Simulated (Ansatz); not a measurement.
# SnH4 (SMILES [H][Sn]([H])([H])[H]) at MP2/STO-3G

What is the energy change on altering one bond length of SnH4 at MP2/STO-3G? 

The results are computed with Ansatz 0.2.0.

34 further runs of the same task are left out: 9 that didn't finish, 25 set aside as unsound or not needed.

## Step 1: Starting point

SnH4 has 5 atoms, charge 0, and is taken as a singlet. SMILES: `[H][Sn]([H])([H])[H]`. The shape comes from GFN2-xTB, which is rough for such elements, and wasn't checked as a minimum.

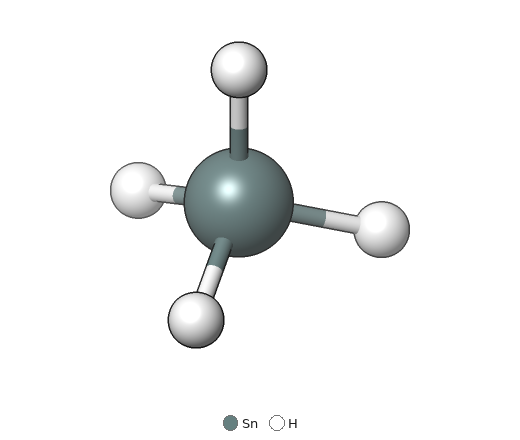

Viewed from a chosen angle; tin teal, hydrogen white.

## Step 2: The energy at MP2/STO-3G

Input file molecule.yaml:

```yaml
crystal:
  periodic: [false, false, false]
  atoms:
    - {symbol: Sn, position_ang: [-0.000990, -0.000230, -0.000480]}
    - {symbol: H, position_ang: [0.011990, -0.018470, 1.638220]}
    - {symbol: H, position_ang: [1.540690, 0.010760, -0.554870]}
    - {symbol: H, position_ang: [-0.779740, 1.342080, -0.527140]}
    - {symbol: H, position_ang: [-0.771950, -1.334140, -0.555740]}
basis:
  gaussian: {orbitals: STO-3G}
correlation: {method: mp2, frozen_orbitals: {H: 0, Sn: 18}}
total_charge: 0
accuracy: high
magnetization: {spin_polarized: false, initial_magnetization: 0}
```

Run with:

```sh
$ ansatz run molecule.yaml --threads 1 --pin off --max-ram 2610MiB --events-out events.jsonl --progress --plain --runs-dir runs
```

Output:

```text
Warning: RAYON_NUM_THREADS=1 ignored (pool sized by the plan → 1); use --threads N
Functional definition: HF
  name "HF"
  exchange = exact_x
  correlation = 0
547 factors; integrals over basis functions are off by at most 4.9e-9 eV
mean field evaluation 1: about -162332.6423 eV, gradient 5.1e0 eV
mean field evaluation 2: about -162332.6197 eV, gradient 5.1e0 eV
mean field evaluation 4: about -162332.7559 eV, gradient 5.5e-2 eV
mean field evaluation 8: about -162332.7559 eV, gradient 2.1e-5 eV
mean field -162332.75586152 eV, -5965.6187448171 hartree, gradient 7.6e-8 eV, S^2 0.000000; 0 other end points of the search recorded, 0 dependent functions left out
18 core orbitals not correlated: weight in the atoms' cores, before any rotation towards them, 1.000 or more for the frozen orbitals, at most 0.000 for the correlated occupied ones
reference -162332.75586152 eV, -5965.6187448171 hartree; 9, 9 occupied and 4, 4 virtual orbitals, 547 factors
second order -1.10032916 eV of doubles, -0.00000000 eV of singles
Total energy: -162333.85619068 eV, -5965.6591811679 hartree
```

Wall time 0.44 s (1 thread of Arm Neoverse V1, shared host).

## Step 3: The distorted shape, same level

Input file run.yaml:

```yaml
crystal:
  periodic: [false, false, false]
  atoms:
    - symbol: Sn
      position_ang: [-0.004235, 0.004330, -0.410189]
    - symbol: H
      position_ang: [0.011990, -0.018470, 1.638220]
    - symbol: H
      position_ang: [1.537445, 0.015320, -0.964579]
    - symbol: H
      position_ang: [-0.782985, 1.346640, -0.936849]
    - symbol: H
      position_ang: [-0.775195, -1.329580, -0.965449]
basis:
  gaussian:
    orbitals: STO-3G
correlation:
  method: mp2
  frozen_orbitals: {H: 0, Sn: 18}
accuracy: high
```

Run with:

```sh
$ ansatz run run.yaml --threads 1 --pin off --max-ram 2610MiB --events-out events.jsonl --progress --plain --runs-dir runs
```

Output:

```text
Warning: RAYON_NUM_THREADS=1 ignored (pool sized by the plan → 1); use --threads N
[... 4 set-up lines as earlier in the session ...]
549 factors; integrals over basis functions are off by at most 4.9e-9 eV
mean field evaluation 1: about -162331.3924 eV, gradient 5.8e0 eV
mean field evaluation 2: about -162331.3594 eV, gradient 5.8e0 eV
mean field evaluation 4: about -162331.5666 eV, gradient 9.9e-2 eV
mean field evaluation 8: about -162331.5664 eV, gradient 3.5e-5 eV
mean field -162331.56638665 eV, -5965.5750324216 hartree, gradient 1.4e-8 eV, S^2 0.000000; 0 other end points of the search recorded, 0 dependent functions left out
18 core orbitals not correlated: weight in the atoms' cores, before any rotation towards them, 1.000 or more for the frozen orbitals, at most 0.000 for the correlated occupied ones
reference -162331.56638665 eV, -5965.5750324216 hartree; 9, 9 occupied and 4, 4 virtual orbitals, 549 factors
second order -1.25641378 eV of doubles, -0.00000000 eV of singles
Total energy: -162332.82280043 eV, -5965.6212047766 hartree
```

Wall time 0.46 s (1 thread of Arm Neoverse V1, shared host).

## Step 4: Outcome

At MP2/STO-3G, 18 core orbitals frozen:

| quantity | value |
| --- | --- |
| first shape: total energy | -5965.65918 Eh |
| first shape: correlation energy (18 core orbitals frozen) | -40.4 mEh |
| distorted shape: total energy | -5965.62120 Eh |
| distorted shape: correlation energy (18 core orbitals frozen) | -46.2 mEh |
| energy change with the Sn1–H2 bond stretched from 1.639 to 2.049 Å | 1.033 eV |

What this shows: With the Sn1–H2 bond stretched from 1.639 to 2.049 Å the energy rises by 1.03 eV (100 kJ/mol). The first shape isn't relaxed at this level, so the change isn't measured from a minimum. The minimal basis adds a large error of its own. Relativity is left out (first shape) although the molecule holds a heavy atom. Relativity is left out (distorted shape) although the molecule holds a heavy atom.
